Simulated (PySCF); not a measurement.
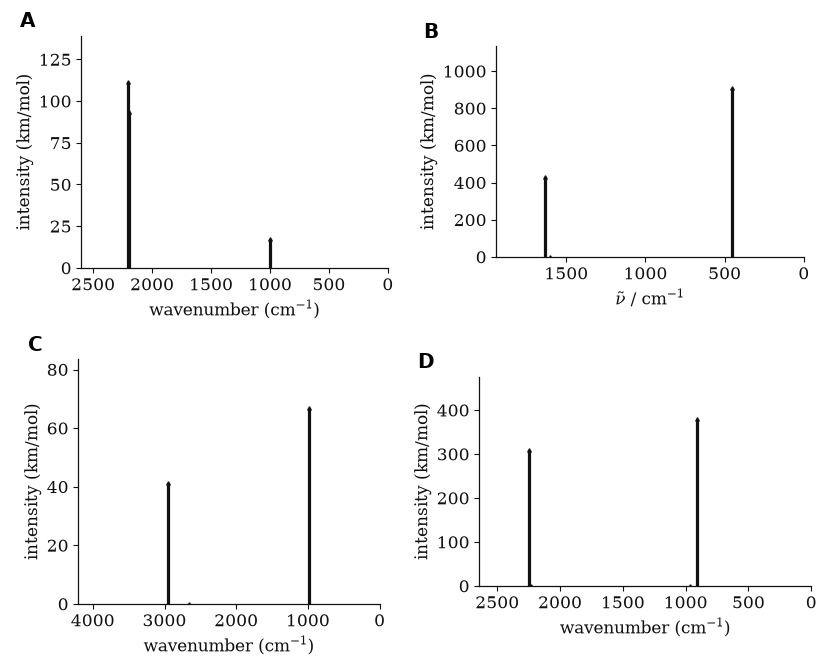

Unscaled harmonic wavenumbers and double-harmonic intensities, PBE0/def2-TZVP with PySCF, isolated molecule. Structures are the lowest points that the searches found. Degenerate modes count as one line, with their intensities summed.

> Which panel belongs to which molecule?
1. AsH₂, doublet
2. BH₂⁺, singlet
3. MgH₂, singlet
4. SiH₄, singlet

A: 1 (most intense lines at 2208.5, 2196.8 and 1004.1 cm⁻¹)
B: 3 (most intense lines at 452.1 and 1635.8 cm⁻¹)
C: 2 (most intense lines at 990.6 and 2945.6 cm⁻¹)
D: 4 (most intense lines at 907.6 and 2245.3 cm⁻¹)

Limits of at least one run: no scalar relativity.
